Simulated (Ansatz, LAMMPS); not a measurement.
# Elastic response of glassy 73SiO2-12SrO-7K2O-7P2O5 (mol %) (130 atoms), part 3 of 3

Aim: relax glassy 73SiO2-12SrO-7K2O-7P2O5 (mol %) (130 atoms), then change its volume and shape to read moduli from the stress.

Ansatz 0.2.0; Kohn-Sham DFT, PBE, PAW (set soft_2), plane waves.

The cell: 30 Si, 5 Sr, 6 K, 6 P and 83 O. The quench rate of 50 K/ps is many orders above laboratory rates. The network of bonds at the start is that of the classical potential that made the cell. Only the Γ point is sampled.

So far. Step 9 (Volume -10 %): The relaxation converged after 14 steps, 7.18 eV below its start, with a largest force component of 0.044 eV/Å. Step 9 (Volume -10 %): Volume -10 %: the energy stands 3.04 eV above that of the reference, at a pressure of 5.47 GPa.

**10. Stretched by 1 % along x**

The relaxed cell is strained along x alone, which gives the stiffness along x and its coupling to y and z.

Input file input.yaml:

```yaml
crystal:
  lattice:
    - [12.6097, -0.30104, -0.3432]
    - [-0.30405, 12.26093, -0.00482]
    - [-0.34663, -0.00482, 12.67752]
  atoms:
    [... the 130 atom lines of step 4 ...]
kpoints:
  mp_grid: { grid: [1, 1, 1] }
hamiltonian:
  xc: pbe
scf:
  occupations: { method: fixed }
output:
  forces: true
  eigenvalues: true
  stress: true
relax:
  f_tol: 0.05
  max_steps: 70
```

Command:

```bash
$ ansatz run input.yaml --threads 4 --pin off --max-ram 8192MiB --backend cpu --events-out ev --progress --plain --runs-dir out
```

Numbers of over 12 decimals in the logs are rounded to 6 here.

The log of the run:

```text
[...]
Crystal: 130 atoms, lattice volume = 1957.409 Å³
Basis set: ecut = 420 eV, 38225 PW (Γ), exchange–correlation on 180×180×180 points (8 copies of the dense FFT grid, shifted against one another)
Bands: 506, of which v1, the nominal top of the filled ones, is band 376 counted from 1 (375 counted from 0)
Symmetry: 1 space group operations
[...]
k-points: 1
[...]
SCF iter   1: F=—  HF=-97786.720706 eV  |F-HF|=—  |Δ(HF+E_count)|=         —  Δρ=1.93e-3  dr2=6.88e-2  ethr=1.77e-3  ⟨swp⟩=6.0  Hψ=2021  notcnv=0  defer=128
[...]
SCF iter   6: F=-97786.727281 eV  HF=-97786.727279 eV  |F-HF|=1.68e-6  |Δ(HF+E_count)|=   1.43e-5  Δρ=2.32e-5  dr2=9.62e-6  ethr=8.31e-9  ⟨swp⟩=29.0  Hψ=4422  notcnv=0
SCF 1 converged in 6 iterations: F = -97786.727281 eV  dr2 = 9.62e-6
[...]
relax step   1: F+E_penalty+E_count = -97786.72728093 eV  Δ(F+E_penalty+E_count) = +0.000e0 eV  max|allowed force component| = 4.426e-1 eV/Å  Δτ_max = 0.0000 Å  (6 SCF iters, dr2 threshold 6.25e-5 eV, accepted)
[...]
relax step   2: F+E_penalty+E_count = -97786.79845342 eV  Δ(F+E_penalty+E_count) = -7.117e-2 eV  max|allowed force component| = 2.440e-1 eV/Å  Δτ_max = 0.0388 Å  (6 SCF iters, dr2 threshold 1.22e-5 eV, accepted)
[...]
relax step   3: F+E_penalty+E_count = -97786.83217396 eV  Δ(F+E_penalty+E_count) = -3.372e-2 eV  max|allowed force component| = 8.883e-2 eV/Å  Δτ_max = 0.0498 Å  (7 SCF iters, dr2 threshold 3.72e-6 eV, accepted)
relax step   4: F+E_penalty+E_count = -97786.83888492 eV  Δ(F+E_penalty+E_count) = -6.711e-3 eV  max|allowed force component| = 7.706e-2 eV/Å  Δτ_max = 0.0407 Å  (8 SCF iters, accepted)
relax step   5: F+E_penalty+E_count = -97786.84219837 eV  Δ(F+E_penalty+E_count) = -3.313e-3 eV  max|allowed force component| = 6.927e-2 eV/Å  Δτ_max = 0.0064 Å  (7 SCF iters, accepted)
relax step   6: F+E_penalty+E_count = -97786.83671324 eV  Δ(F+E_penalty+E_count) = +5.485e-3 eV  max|allowed force component| = 1.268e-1 eV/Å  Δτ_max = 0.0872 Å  (7 SCF iters, dr2 threshold 3.61e-6 eV, rejected (line search))
[...]
relax step   7: F+E_penalty+E_count = -97786.84717026 eV  Δ(F+E_penalty+E_count) = -4.972e-3 eV  max|allowed force component| = 3.766e-2 eV/Å  Δτ_max = 0.0202 Å  (8 SCF iters, accepted)
SCF converged after 8 iterations
Free energy (F): -97786.847170 eV
[...]
Internal energy: -97786.847170 eV  (E = F + TS)
E sigma→0 (E₀):  -97786.847170 eV
Fermi energy:    3.595173 eV
[...]
--- Forces (eV/Å), atoms counted from 1 ---
  atom   1  Si    -0.00874416    -0.00130664     0.00115233
  atom   2  Si    -0.02552635    -0.00720671    -0.00148564
  atom   3  Si     0.00629393     0.00640302    -0.00176945
  atom   4  Si    -0.00158255    -0.00036555    -0.00699456
  atom   5  Si    -0.00541940    -0.00018647    -0.00551238
  atom   6  Si     0.01578958    -0.00285507    -0.00646449
  atom   7  Si    -0.01236436     0.00518337    -0.01215894
  atom   8  Si     0.01412293    -0.01358835     0.00810291
  atom   9  Si    -0.00244395    -0.00766156     0.00069589
  atom  10  Si    -0.00440412     0.00197178    -0.00525232
  atom  11  Si     0.00749270     0.00041087    -0.00603701
  atom  12  Si    -0.00316887    -0.00041389    -0.00332767
  atom  13  Si    -0.00120134    -0.00765703     0.00106720
  atom  14  Si     0.00262557     0.00663445     0.00963181
[...]
atom 129  O      0.00612364     0.00873220    -0.00229618
  atom 130  O      0.00191695    -0.00116818     0.00371021
  max |Σ_I F_I| component: 7.13e-5 eV/Å
--- Stress (GPa, compression-positive) ---
       -0.757082      -0.086535      -0.045065
       -0.086535      -0.227736      -0.000537
       -0.045065      -0.000535      -0.167083
  P = ⅓ Tr σ = -0.3840 GPa (-3.840 kbar)
--- Band table (eV) ---
[...]
--- Relaxed structure (7 steps of the walk, 6 accepted, 0 SCFs on fresh bases) ---
  F+E_penalty+E_count = -97786.84717026 eV   max|allowed force component| = 3.766e-2 eV/Å
  atoms:
    - { symbol: Si, position: [0.245377, 0.620196, 0.070263] }
    - { symbol: Si, position: [0.925605, 0.422130, 0.578047] }
    - { symbol: Si, position: [0.899942, 0.621875, 0.916114] }
    - { symbol: Si, position: [0.937177, 0.383981, 0.00681415] }
[...]
- { symbol: O, position: [0.487299, 0.295712, 0.015052] }
```

Wall time 2.9 min (4 threads of AMD EPYC 9R14 (Zen 4), shared host); peak memory 3 GiB.

The relaxation converged after 7 steps, 0.120 eV below its start, with a largest force component of 0.038 eV/Å.

Stretched by 1 % along x: the energy stands 0.0399 eV above that of the reference, at a pressure of -0.384 GPa.

**11. Compressed by 1 % along x**

The relaxed cell is strained along x alone, which gives the stiffness along x and its coupling to y and z.

input.yaml, the sections that differ from step 10:

```yaml
crystal:
  lattice:
    - [12.36, -0.30104, -0.3432]
    - [-0.29803, 12.26093, -0.00482]
    - [-0.33977, -0.00482, 12.67752]
  atoms:
    [... the 130 atom lines of step 4 ...]
# kpoints, hamiltonian, scf, output, relax: as in step 10
```

The log of the run:

```text
[...]
Crystal: 130 atoms, lattice volume = 1918.648 Å³
Basis set: ecut = 420 eV, 37497 PW (Γ), exchange–correlation on 180×180×180 points (8 copies of the dense FFT grid, shifted against one another)
Bands: 506, of which v1, the nominal top of the filled ones, is band 376 counted from 1 (375 counted from 0)
Symmetry: 1 space group operations
[...]
k-points: 1
[...]
SCF iter   1: F=—  HF=-97786.716156 eV  |F-HF|=—  |Δ(HF+E_count)|=         —  Δρ=1.91e-3  dr2=6.41e-2  ethr=1.77e-3  ⟨swp⟩=6.0  Hψ=2021  notcnv=0  defer=128
[...]
SCF iter   5: F=—  HF=-97786.724909 eV  |F-HF|=—  |Δ(HF+E_count)|=   4.15e-5  Δρ=7.05e-5  dr2=8.57e-5  ethr=4.42e-8  ⟨swp⟩=2.0  Hψ=707  notcnv=0  defer=128
SCF iter   6: F=-97786.724921 eV  HF=-97786.724921 eV  |F-HF|=5.60e-7  |Δ(HF+E_count)|=   1.21e-5  Δρ=2.35e-5  dr2=9.67e-6  ethr=8.31e-9  ⟨swp⟩=23.0  Hψ=4273  notcnv=0
SCF 1 converged in 6 iterations: F = -97786.724921 eV  dr2 = 9.67e-6
[...]
relax step   1: F+E_penalty+E_count = -97786.72492121 eV  Δ(F+E_penalty+E_count) = +0.000e0 eV  max|allowed force component| = 4.603e-1 eV/Å  Δτ_max = 0.0000 Å  (6 SCF iters, dr2 threshold 6.25e-5 eV, accepted)
[...]
relax step   2: F+E_penalty+E_count = -97786.79640042 eV  Δ(F+E_penalty+E_count) = -7.148e-2 eV  max|allowed force component| = 2.490e-1 eV/Å  Δτ_max = 0.0386 Å  (6 SCF iters, dr2 threshold 1.32e-5 eV, accepted)
[...]
relax step   3: F+E_penalty+E_count = -97786.82917499 eV  Δ(F+E_penalty+E_count) = -3.277e-2 eV  max|allowed force component| = 1.016e-1 eV/Å  Δτ_max = 0.0728 Å  (7 SCF iters, dr2 threshold 3.87e-6 eV, accepted)
relax step   4: F+E_penalty+E_count = -97786.83710561 eV  Δ(F+E_penalty+E_count) = -7.931e-3 eV  max|allowed force component| = 6.283e-2 eV/Å  Δτ_max = 0.0530 Å  (8 SCF iters, accepted)
relax step   5: F+E_penalty+E_count = -97786.80726074 eV  Δ(F+E_penalty+E_count) = +2.984e-2 eV  max|allowed force component| = 2.238e-1 eV/Å  Δτ_max = 0.1398 Å  (9 SCF iters, rejected (line search))
[...]
relax step   6: F+E_penalty+E_count = -97786.84410330 eV  Δ(F+E_penalty+E_count) = -6.998e-3 eV  max|allowed force component| = 4.144e-2 eV/Å  Δτ_max = 0.0296 Å  (9 SCF iters, accepted)
SCF converged after 9 iterations
Free energy (F): -97786.844103 eV
[...]
Internal energy: -97786.844103 eV  (E = F + TS)
E sigma→0 (E₀):  -97786.844103 eV
Fermi energy:    3.811155 eV
[...]
Σ components = -97786.844103   (vs F -97786.844103, Δ=0.00e0)
--- Forces (eV/Å), atoms counted from 1 ---
  atom   1  Si    -0.00307683     0.01103657    -0.01785220
  atom   2  Si     0.00395809     0.00251097    -0.00651033
  atom   3  Si    -0.01426337    -0.00481227    -0.00053325
  atom   4  Si     0.00497021    -0.00066900     0.02072684
[...]
atom 130  O     -0.00441272    -0.00543260    -0.00279322
  max |Σ_I F_I| component: 8.56e-5 eV/Å
--- Stress (GPa, compression-positive) ---
        0.857193       0.042022      -0.012405
        0.042021       0.278462       0.028292
       -0.012404       0.028294       0.276250
  P = ⅓ Tr σ = 0.4706 GPa (4.706 kbar)
--- Band table (eV) ---
[...]
--- Relaxed structure (6 steps of the walk, 5 accepted, 0 SCFs on fresh bases) ---
  F+E_penalty+E_count = -97786.84410330 eV   max|allowed force component| = 4.144e-2 eV/Å
  atoms:
    - { symbol: Si, position: [0.248134, 0.621802, 0.068013] }
    - { symbol: Si, position: [0.928825, 0.421859, 0.578914] }
    - { symbol: Si, position: [0.896656, 0.622609, 0.915733] }
    - { symbol: Si, position: [0.934529, 0.385029, 0.00764664] }
[...]
- { symbol: O, position: [0.488735, 0.296419, 0.014335] }
```

It took 2.5 min on 4 threads; peak memory 3 GiB; 9.4 min of CPU time.

The relaxation converged after 6 steps, 0.119 eV below its start, with a largest force component of 0.041 eV/Å.

Compressed by 1 % along x: the energy stands 0.0430 eV above that of the reference, at a pressure of 0.471 GPa.

**12. Sheared by 2 % in xy**

A shear of the relaxed cell gives the modulus that volume changes can't reach.

input.yaml, the sections that differ from step 11:

```yaml
crystal:
  lattice:
    - [12.48184, -0.17619, -0.3432]
    - [-0.17843, 12.25792, -0.00482]
    - [-0.34325, -0.00825, 12.67752]
  atoms:
    [... the 130 atom lines of step 4 ...]
# kpoints, hamiltonian, scf, output, relax: as in step 11
```

The log of the run:

```text
[...]
Crystal: 130 atoms, lattice volume = 1937.834 Å³
Basis set: ecut = 420 eV, 37895 PW (Γ), exchange–correlation on 180×180×180 points (8 copies of the dense FFT grid, shifted against one another)
Bands: 506, of which v1, the nominal top of the filled ones, is band 376 counted from 1 (375 counted from 0)
Symmetry: 1 space group operations
[...]
k-points: 1
[...]
SCF iter   1: F=—  HF=-97786.640119 eV  |F-HF|=—  |Δ(HF+E_count)|=         —  Δρ=1.91e-3  dr2=6.67e-2  ethr=1.77e-3  ⟨swp⟩=6.0  Hψ=2021  notcnv=0  defer=128
[...]
SCF iter   5: F=—  HF=-97786.648361 eV  |F-HF|=—  |Δ(HF+E_count)|=   4.16e-5  Δρ=7.03e-5  dr2=8.74e-5  ethr=4.55e-8  ⟨swp⟩=3.0  Hψ=747  notcnv=0  defer=128
SCF iter   6: F=-97786.648374 eV  HF=-97786.648372 eV  |F-HF|=1.25e-6  |Δ(HF+E_count)|=   1.17e-5  Δρ=2.28e-5  dr2=9.18e-6  ethr=8.31e-9  ⟨swp⟩=24.0  Hψ=4235  notcnv=0
SCF 1 converged in 6 iterations: F = -97786.648374 eV  dr2 = 9.18e-6
[...]
relax step   1: F+E_penalty+E_count = -97786.64837366 eV  Δ(F+E_penalty+E_count) = +0.000e0 eV  max|allowed force component| = 5.638e-1 eV/Å  Δτ_max = 0.0000 Å  (6 SCF iters, dr2 threshold 6.25e-5 eV, accepted)
[...]
relax step   2: F+E_penalty+E_count = -97786.76073870 eV  Δ(F+E_penalty+E_count) = -1.124e-1 eV  max|allowed force component| = 3.920e-1 eV/Å  Δτ_max = 0.0634 Å  (6 SCF iters, dr2 threshold 1.99e-5 eV, accepted)
[...]
relax step   3: F+E_penalty+E_count = -97786.80920559 eV  Δ(F+E_penalty+E_count) = -4.847e-2 eV  max|allowed force component| = 1.702e-1 eV/Å  Δτ_max = 0.0851 Å  (7 SCF iters, dr2 threshold 9.60e-6 eV, accepted)
relax step   4: F+E_penalty+E_count = -97786.82158329 eV  Δ(F+E_penalty+E_count) = -1.238e-2 eV  max|allowed force component| = 8.838e-2 eV/Å  Δτ_max = 0.0692 Å  (6 SCF iters, dr2 threshold 5.46e-6 eV, accepted)
relax step   5: F+E_penalty+E_count = -97786.82486133 eV  Δ(F+E_penalty+E_count) = -3.278e-3 eV  max|allowed force component| = 5.807e-2 eV/Å  Δτ_max = 0.0106 Å  (7 SCF iters, accepted)
relax step   6: F+E_penalty+E_count = -97786.80046852 eV  Δ(F+E_penalty+E_count) = +2.439e-2 eV  max|allowed force component| = 1.679e-1 eV/Å  Δτ_max = 0.1116 Å  (9 SCF iters, rejected (line search))
[...]
relax step   7: F+E_penalty+E_count = -97786.82984158 eV  Δ(F+E_penalty+E_count) = -4.980e-3 eV  max|allowed force component| = 2.984e-2 eV/Å  Δτ_max = 0.0404 Å  (9 SCF iters, accepted)
SCF converged after 9 iterations
Free energy (F): -97786.829842 eV
[...]
Internal energy: -97786.829842 eV  (E = F + TS)
E sigma→0 (E₀):  -97786.829842 eV
Fermi energy:    3.715064 eV
[...]
Σ components = -97786.829842   (vs F -97786.829842, Δ=0.00e0)
--- Forces (eV/Å), atoms counted from 1 ---
  atom   1  Si    -0.02376622     0.00919865     0.01030765
  atom   2  Si    -0.00116910    -0.00774682     0.00591919
  atom   3  Si    -0.02270735     0.00911710     0.01397168
  atom   4  Si     0.00601153     0.00946388     0.00891594
[...]
atom 130  O     -0.00329998    -0.00438436    -0.00045610
  max |Σ_I F_I| component: 9.70e-5 eV/Å
--- Stress (GPa, compression-positive) ---
       -0.101297      -0.576188      -0.062044
       -0.576189      -0.116880      -0.053912
       -0.062044      -0.053911      -0.073953
  P = ⅓ Tr σ = -0.0974 GPa (-0.974 kbar)
--- Band table (eV) ---
[...]
--- Relaxed structure (7 steps of the walk, 6 accepted, 0 SCFs on fresh bases) ---
  F+E_penalty+E_count = -97786.82984158 eV   max|allowed force component| = 2.984e-2 eV/Å
  atoms:
    - { symbol: Si, position: [0.245243, 0.618764, 0.069223] }
    - { symbol: Si, position: [0.927520, 0.421724, 0.578737] }
    - { symbol: Si, position: [0.896204, 0.622281, 0.916050] }
    - { symbol: Si, position: [0.935186, 0.384306, 0.00780675] }
[...]
- { symbol: O, position: [0.486162, 0.297839, 0.014155] }
```

The job ended after 3 min (4 threads; peak memory 3 GiB).

The relaxation converged after 7 steps, 0.181 eV below its start, with a largest force component of 0.030 eV/Å.

Sheared by 2 % in xy: the energy stands 0.0573 eV above that of the reference, at a pressure of -0.0974 GPa.

**13. Pressure against volume**

Atoms are relaxed at each volume, in the scaled cell.

```csv
volume change (%),volume (Å³/atom),energy change (meV/atom),pressure (GPa),largest move on relaxing (Å),bonds,gap (eV)
-10,13.417,23.40,5.47,0.44,219,3.81
-6,14.013,7.88,2.98,0.40,213,3.74
-3,14.461,1.86,1.41,0.33,208,3.67
+0,14.908,0.00,0.00,-,205,3.62
+3,15.355,1.50,-1.16,0.25,203,3.57
+6,15.802,6.23,-2.18,0.53,201,3.54
```

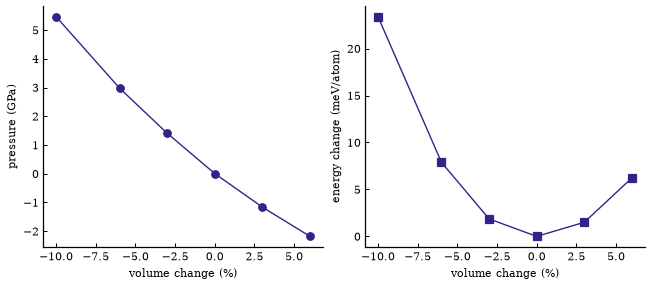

Pressure and energy against volume.

**14. Uniaxial strain and shear**

Stress (GPa, compression positive) less that of the relaxed cell, atoms relaxed:

```csv
strain,xx,yy,zz,xy,energy change (meV/atom)
stretched by 1 % along x,-0.765,-0.234,-0.167,-0.093,0.31
compressed by 1 % along x,0.850,0.272,0.276,0.035,0.33
sheared by 2 % in xy,-0.109,-0.123,-0.074,-0.583,0.44
```

**15. What came out**

The bulk modulus, from the slope of pressure against ln V over the three points nearest the relaxed volume, is 42.9 GPa; a quadratic over all points gives a pressure derivative of about 4.0. The count of bonds runs from 201 to 219 over the series, so at some points contacts cross the cutoffs. At +6 % some atom moved by over 0.5 Å on relaxing, so that point may sit in another local minimum. The gap goes from 3.81 eV at the smallest volume to 3.54 eV at the largest, -1.7 eV per unit of ln V by a straight line, on the run's k-points. In the Cartesian axes of the cell, finite differences give C11 = 80.7, C12 = 25.3, C13 = 22.2 and C66 = 29.2 GPa (the shear of 2 % is the engineering strain, εxy = 0.01). The mean of C11, C12 and C13, which equals the bulk modulus in a cubic or isotropic solid, is 42.7 GPa: it agrees with the bulk modulus within 10 %. For an isotropic solid C66 would equal (C11 − C12)/2 = 27.7 GPa; so small a sample needn't be isotropic, and C66 rests on one shear. With the bulk modulus and C66 as K and G, Young's modulus would be about 71 GPa and Poisson's ratio 0.22.

**Limits.** Strains are finite and relaxations stop at the force tolerance of the input, which can leave moduli too stiff; they are those of a static cell at zero temperature. Volumes are changed with the cell's shape held, so in an anisotropic solid the modulus lies over the one under free hydrostatic load. The program notes that the SCF threshold of the relaxations is loose for the stress.

The DFT runs together took 38 min of wall time.

[Logs are printed without paths, hosts, clocks, repeated set-up lines and the standing remarks that a program may print on its own settings, such as how far it seeks lower states.]

[Hosts, paths, dates, database ids (printed as entryN), source tags and the programs' standing remarks are cut or masked in the printed files.]
